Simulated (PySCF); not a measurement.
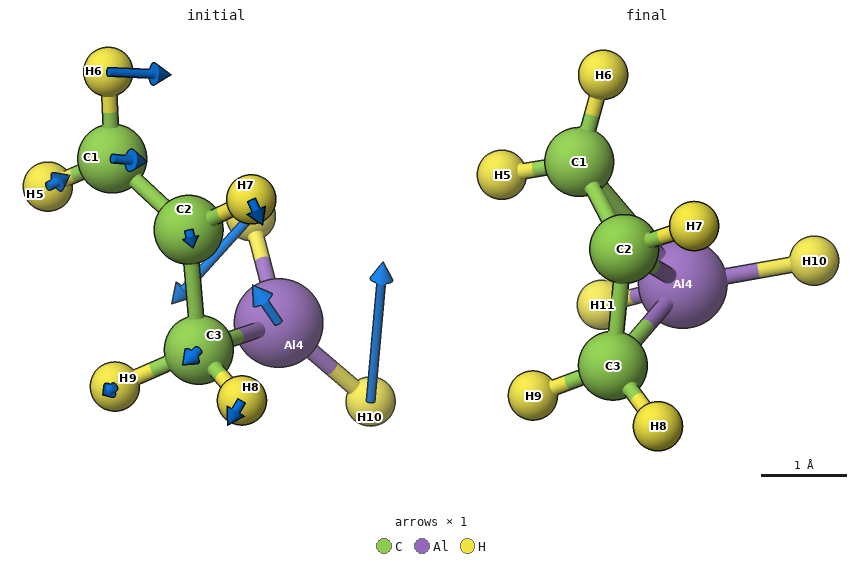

The structure of C₃H₇Al before (left) and after (right) a relaxation, at one scale. The blue arrows give the displacements, at their true length.

The picture is a ball-and-stick view, seen from a free direction.

The start comes from GFN2-xTB.

The calculation used PBE0-D3(BJ)/def2-SVP geometry optimisation, gas phase in PySCF 2.14.0, density-fitted response routines. 

Q: Summarise the run.

A: Over 30 geometry steps the energy falls by 49.0 kJ/mol. The largest move after the best rigid fit is that of H10, 1.84 Å. Largest moves by element: H 1.84 Å, Al 0.60 Å, C 0.50 Å. Some distances before and after: C1–Al4 3.250 → 2.260 Å, C2–Al4 2.660 → 2.147 Å, C3–Al4 2.015 → 2.117 Å, C2–C3 1.491 → 1.423 Å. New bonds form: C1–Al4 (3.25 → 2.26 Å). Bond angles that change, for instance: C2–C3–Al4 97.6° → 71.7°, H10–Al4–H11 116.0° → 127.5°, Al4–C3–H9 111.7° → 100.4°.
